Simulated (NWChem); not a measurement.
# M06-2X/jun-cc-pV(T+d)Z run of C2H3F (SMILES C=CF)

Aim: the electronic atomisation energy of C2H3F at M06-2X/jun-cc-pV(T+d)Z, from 4 runs. 

Program for the calculation: NWChem 7.3.0.

**1. The system as given**

C2H3F has 6 atoms, charge 0, and is taken as a singlet. As SMILES, `C=CF`. The shape is that of a PBE0-D4/def2-TZVP optimisation.

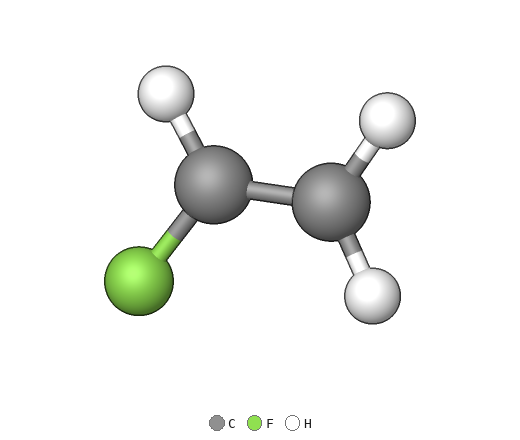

Viewed from a chosen angle; carbon grey, fluorine green, hydrogen white.

**2. A single-point energy at M06-2X/jun-cc-pV(T+d)Z (run 1)**

Input file nw.nw:

```
start nw
title "C2H3F energy"
memory 2200 mb

geometry units angstroms noautosym nocenter noautoz
C     -0.536200     0.076400    -0.442800
C      0.490000    -0.016300     0.376600
F      0.966200    -1.192400     0.795500
H     -1.043900    -0.803300    -0.816600
H     -0.880200     1.054100    -0.749700
H      1.046100     0.817400     0.790700
end

basis spherical bse
C library "jun-cc-pV(T+d)Z"
F library "jun-cc-pV(T+d)Z"
H library "jun-cc-pV(T+d)Z"
end

dft
xc m06-2x
grid fine
convergence energy 1e-08
iterations 100
mulliken
print low
end

task dft
```

Command:

```bash
nwchem nw.nw > nw.out
```

What it wrote:

```text
[...]
 d= 0,ls=0.0,diis     1   -177.7761295843 -2.46D+02  3.43D-03  4.72D-01     5.0
[...]
 d= 0,ls=0.0,diis    10   -177.8248802295 -7.62D-10  1.90D-07  1.87D-09    44.9
         Total DFT energy =     -177.824880229457
      One electron energy =     -377.503131883431
           Coulomb energy =      154.211444538689
    Exchange-Corr. energy =      -22.326495614444
 Nuclear repulsion energy =       67.793302729728
[...]
      Total Density - Mulliken Population Analysis
     ---------------------------------------------
    Atom       Charge   Shell Charges
 -----------   ------   -------------------------------------------------------
    1 C    6     6.52   1.97  0.17  0.81  0.51  0.04  0.87  1.45  0.63  0.02  0.01  0.02  0.01  0.00
    2 C    6     5.88   1.96  0.18  0.81  0.30 -0.02  0.82  1.38  0.31  0.00  0.03  0.10 -0.02  0.02
    3 F    9     9.22   1.95  0.27  1.04  0.64  0.03  1.57  2.39  1.28  0.03  0.00  0.01 -0.00  0.00
    4 H    1     0.80   0.27  0.44  0.07  0.01  0.01  0.00
    5 H    1     0.80   0.27  0.44  0.06  0.01  0.01  0.00
    6 H    1     0.79   0.28  0.43  0.05  0.01  0.01  0.00
[...]
```

It took 46 s on 1 thread of Intel Xeon 6975P-C (Granite Rapids), shared host; peak memory 0.12 GiB.

**3. The C atom at the same level (run 2)**

Input file mymol.nw:

```
start mymol
memory 2200 mb
charge 0

geometry noautosym nocenter noautoz
  C     0.000000    0.000000    0.000000
end

basis spherical bse
  * library "jun-cc-pV(T+d)Z"
end

dft
  xc m06-2x
  mult 3
  grid fine
  convergence energy 1e-08
  iterations 100
  mulliken
  noprint "final vectors analysis"
end

task dft
```

Run the same way, it converges to -37.84284 Eh (log not shown).

Run 3 isn't shown in full; the table further down has it.

**4. The H atom at the same level (run 4)**

Input file h.nw:

```
echo
start h
title "H"
memory 2200 mb
geometry noautosym nocenter noautoz
  H        0.000000       0.000000       0.000000
end
basis spherical bse
  H library "jun-cc-pV(T+d)Z"
end
dft
  xc m06-2x
  mult 2
  grid fine
  convergence energy 1e-08
  maxiter 100
  mulliken
  noprint "final vectors analysis"
end
task dft energy
```

Run the same way, it converges to -0.49814 Eh (log not shown).

**5. All runs side by side**

```
run                    level  partner  energy (Eh)  wall time
  1   M06-2X/jun-cc-pV(T+d)Z     base  -177.824880       46 s
  2  UM06-2X/jun-cc-pV(T+d)Z    atoms   -37.842844      1.2 s
  3  UM06-2X/jun-cc-pV(T+d)Z    atoms   -99.732235      2.6 s
  4  UM06-2X/jun-cc-pV(T+d)Z    atoms    -0.498135     0.58 s
```

**6. What came out**

Level: M06-2X/jun-cc-pV(T+d)Z.

```
                     quantity        value
         H atom: total energy  -0.49814 Eh
                 H atom: ⟨S²⟩        0.750
electronic atomisation energy    24.832 eV
```

What this shows: Taking the molecule apart into free atoms costs 24.83 eV (573 kcal/mol), before zero-point energy and without spin-orbit coupling. All runs together took 50 s, the longest 46 s.
